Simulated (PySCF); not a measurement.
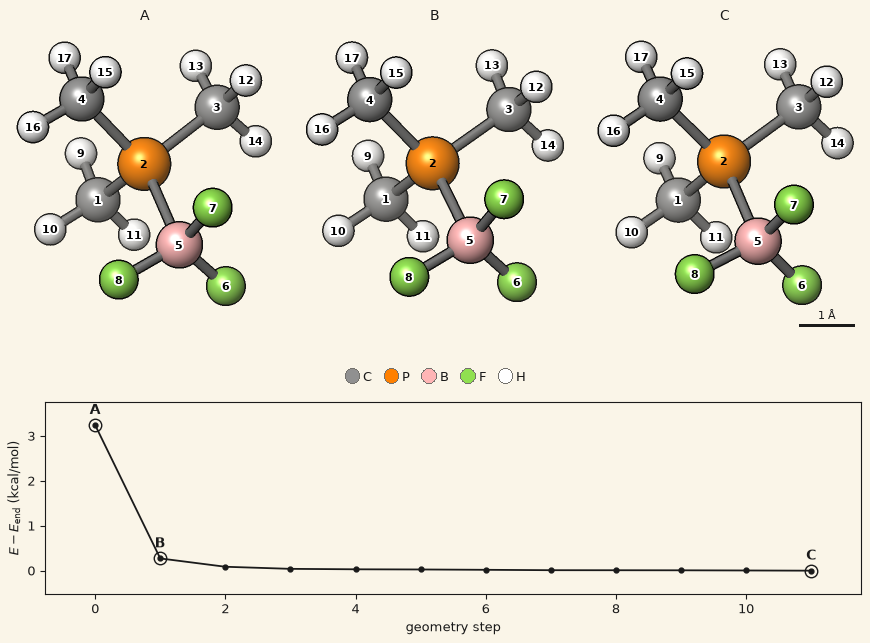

Frames of a relaxation of C₃H₉BF₃P, marked on the history of the run. Style: ball-and-stick. Shown from a free direction.

The start comes from GFN2-xTB. Its atoms were then displaced at random by about 0.01 Å.

Method: PBE0-D3(BJ)/def2-SVP geometry optimisation, gas phase in PySCF. 

**Describe the path.**

The energy falls by 3.24 kcal/mol in 11 geometry steps. The atom that moves furthest after the best rigid fit is F8 (0.13 Å). Largest moves by element: F 0.13 Å, H 0.10 Å, B 0.09 Å, P 0.05 Å, C 0.04 Å. Some distances before and after: C4–H15 1.061 → 1.099 Å, P2–B5 2.093 → 2.057 Å, B5–F8 1.342 → 1.374 Å, C1–H9 1.127 → 1.100 Å. Among the angles between lasting bonds that change: P2–C4–H15 111.5° → 108.4°, P2–C1–H9 109.5° → 112.4°, H16–C4–H17 107.3° → 109.8°. The run took 2.4 min on 1 thread of Arm Neoverse V1, on a shared host. From step 0 to 1: F7 moves most (0.19 Å), energy −2.97 kcal/mol. From step 1 to 11: H12 moves most (0.12 Å), energy −0.27 kcal/mol.

```
step  E − E(0), kcal/mol
   0                0.00
   1               -2.97
   2               -3.16
   3               -3.20
   4               -3.21
   5               -3.22
   6               -3.22
   7               -3.23
   8               -3.23
   9               -3.23
  10               -3.24
  11               -3.24
```
